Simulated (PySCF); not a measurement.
# N₂: what the fields show

```xyz
2

N     0.0000    0.0000   -0.5450
N     0.0000    0.0000    0.5450
```

Theory: PBE0/x2c-TZVPPall, spin-free X2C-1e, Gaussian nucleus, at a bond length of 1.090 Å in PySCF.

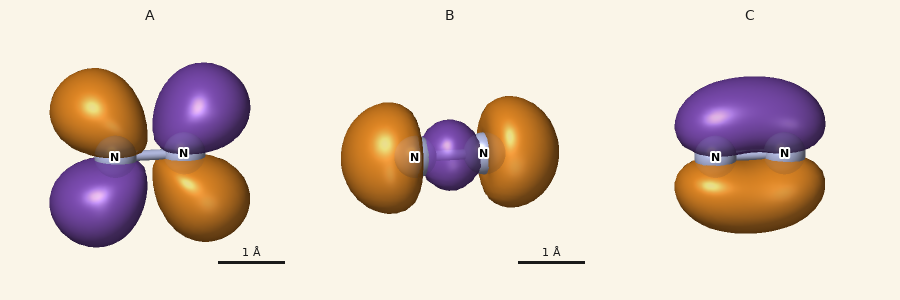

Figure 1. Three frontier orbitals, each drawn at the value that holds 80 % of its norm (orange and purple are the two phases), in no order; of a degenerate pair one member is drawn.

Label each orbital by symmetry, say whether it is occupied, and order them by energy.

Orbital C: πu, occupied, −13.21 eV; with no node between the nuclei, bonding.
Orbital B: σg, occupied, −12.17 eV; with no node between the nuclei.
Orbital A: πg, empty, −0.42 eV; antibonding, with a node between the atoms.

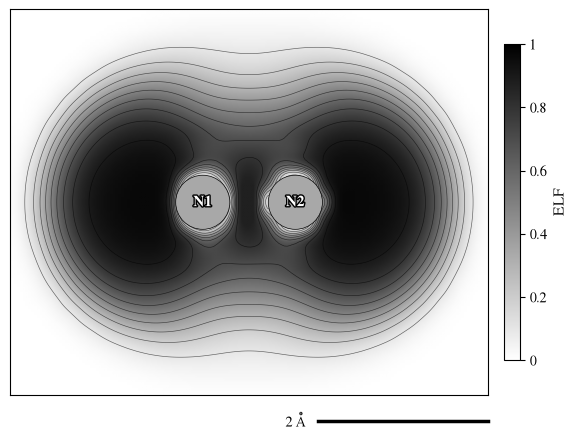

Figure 2. Electron localisation function on a plane that holds the molecular axis. Grey discs cover the atomic cores.

Interpret the plot.

The section cuts through N sites. N–N (1.09 Å): the ELF peaks at about 0.85 between the atoms: a short, multiple covalent bond. The ELF also peaks beside N1 and N2, away from the bonds: lone-pair regions.

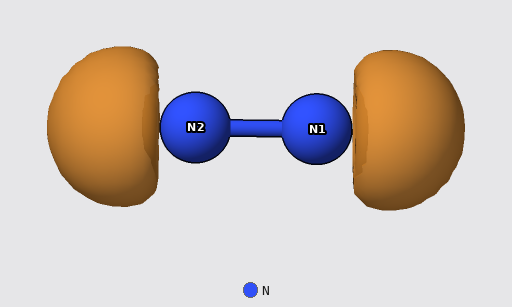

Figure 3. Isosurface of the electron localisation function at 0.9 (orange), seen from one side. Only the valence region is drawn (cores and ρ < 0.01 e/Å³ removed).

What do the ELF domains correspond to?

At this value the surface marks out two lobes on N, pointing away from the bonds (lone pairs).
